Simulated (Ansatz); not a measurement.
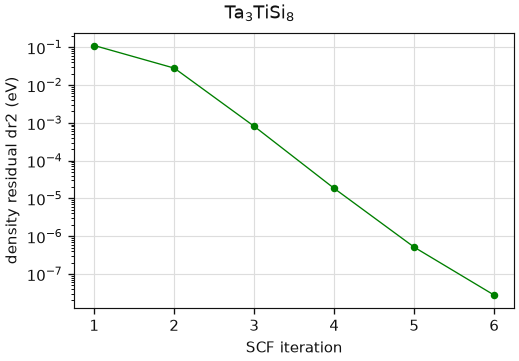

The plot shows the SCF iterations of a calculation: density residual dr2. The starting density is a sum of atomic densities corrected by a trained network.

Ta$_{3}$TiSi$_{8}$ (12 atoms in the cell), run with Ansatz.

```
crystal:
  lattice:
    - [4.8337029682, -0.0019019845, 0.0080297017]
    - [1.1963983718, 4.8143379711, -0.0027317767]
    - [1.246001723, 1.2126678857, 7.5109315415]
  atoms:
    - { symbol: Ti, position: [0.7508494712, 0.7504856565, 0.250433524] }
    - { symbol: Ta, position: [0.8737691125, 0.8754815266, 0.6251769167] }
    - { symbol: Ta, position: [0.375898937, 0.3746643468, 0.1247512572] }
    - { symbol: Ta, position: [0.2490450304, 0.2495379611, 0.7494335575] }
    - { symbol: Si, position: [0.3982724611, 0.6996611042, 0.799228133] }
    - { symbol: Si, position: [0.8848693731, 0.2058196417, 0.295063262] }
    - { symbol: Si, position: [0.856243941, 0.5487556034, 0.9556605368] }
    - { symbol: Si, position: [0.3614293509, 0.0452361261, 0.4501129264] }
    - { symbol: Si, position: [0.7298877963, 0.4256028168, 0.5734775553] }
    - { symbol: Si, position: [0.2269141334, 0.9224790619, 0.0786970222] }
    - { symbol: Si, position: [0.7716113776, 0.0733036395, 0.9263932547] }
    - { symbol: Si, position: [0.2712090155, 0.5789725155, 0.4215720541] }
basis:
  ecutwfc: 420
  ecutrho_ratio: 2
kpoints:
  mp_grid: { grid: [8, 8, 6] }
hamiltonian:
  xc: pbe
scf:
  occupations: { method: gaussian, width: 0.1 }
  max_iter: 80
output:
  forces: true
  eigenvalues: true
  stress: true
```

Launched with:
```bash
ansatz run input.yaml --threads 4 --pin off --max-ram 8192MiB --backend cpu --events-out ev --progress --plain --runs-dir out
```

Q: Was self-consistency reached?

A: Converged, in 6 iterations. The residual falls at every step.

Q: Is anything amiss with this input?

A: The input holds an odd setting (a density cutoff under four times that of the waves), but it does no harm here: the energy lies within 1 meV per atom of a run with usual settings.
